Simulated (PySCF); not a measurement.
# C6H9NSi (SMILES C#C[SiH2]/N=C/C=C\C): what the fields show

Input

```
{"job": {"kind": "nmr", "xc": "PBE0", "basis": "pcSseg-1", "pop": false}, "charge": 0, "multiplicity": 1}
C      3.447700     1.879500     0.414700
C      2.723900     0.988500     0.084500
Si     1.859300    -0.574400    -0.137300
N      0.116600    -0.549400     0.152300
C     -0.656200    -0.604000     1.157700
C     -2.101800    -0.683300     1.061600
C     -2.779800    -0.350000    -0.046100
C     -2.275000     0.302600    -1.302000
H      4.035000     2.786400     0.541200
H      1.991400    -1.103900    -1.550200
H      2.544800    -1.614800     0.578200
H     -0.253800    -0.810300     2.225300
H     -2.517300    -1.172800     1.875900
H     -3.874300    -0.518500    -0.043600
H     -1.225300     0.477700    -1.357000
H     -2.845700     1.224200    -1.428000
H     -2.579100    -0.377800    -2.061800
```

Launched as:

```sh
OMP_NUM_THREADS=1 python probes_run.py task.json out
```

Geometry: GFN2-xTB, MD frame at 250 fs, 200 K.

The calculation used PBE0/pcSseg-1, SCF density, gas phase, non-relativistic (PySCF).

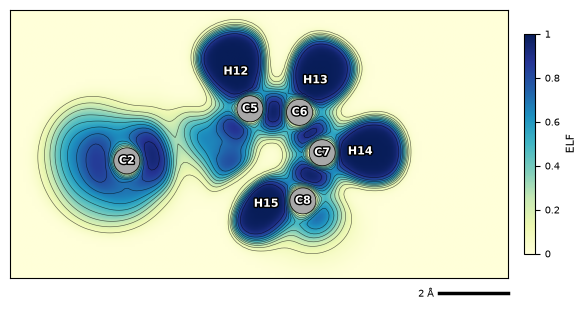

Figure 1. ELF on the plane of atoms C6, C7 and C8. Grey discs cover the atomic cores.

> What does the map show?

Atoms in the plane: C and H. C–H (1.04 Å): the ELF climbs to about 1 towards the hydrogen, as it does in any bond to H (an ordinary covalent bond to hydrogen). C–C (1.34 Å): the ELF peaks at about 0.95 between the atoms: a short, multiple covalent bond. The ELF also peaks beside N4, away from the bonds: lone-pair regions.

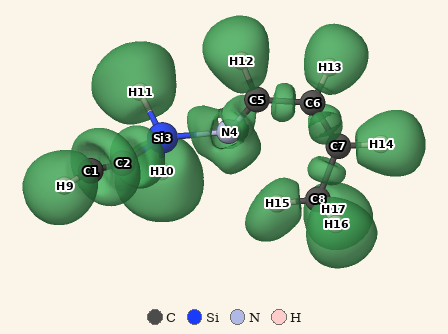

Figure 2. Isosurface of the ELF at 0.75 (green), seen across its widest extent. Core shells and regions of very low density are left out.

> Describe the localisation domains.

At this value the surface marks out four regions between bonded C–C atoms (shared pairs), one region between bonded C–Si atoms (shared pairs), nine regions around hydrogen nuclei and one region on N in which the atom's valence shell and bonds are merged.


C–C (1.19 Å): the ELF peaks at about 0.85 between the atoms; a short, multiple covalent bond. C–N (1.27 Å): the ELF peaks at about 0.90 between the atoms; a short, multiple covalent bond.

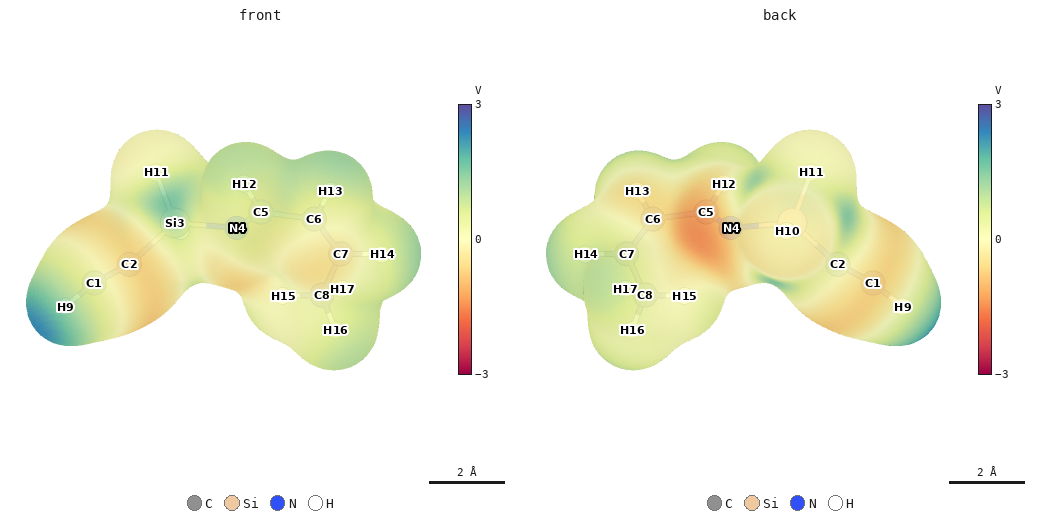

Figure 3. The molecular electrostatic potential painted on the density surface at 0.004 e/bohr³, seen from the front and from behind; red is negative and blue positive.

> Describe the electrostatic potential map.

The most negative region (about −1.5 V) lies over N4, the most positive (about +2.3 V) over H9. N4 is the likeliest acceptor of a hydrogen bond.

> How polar is the molecule by this calculation?

Its dipole moment is 1.59 D.
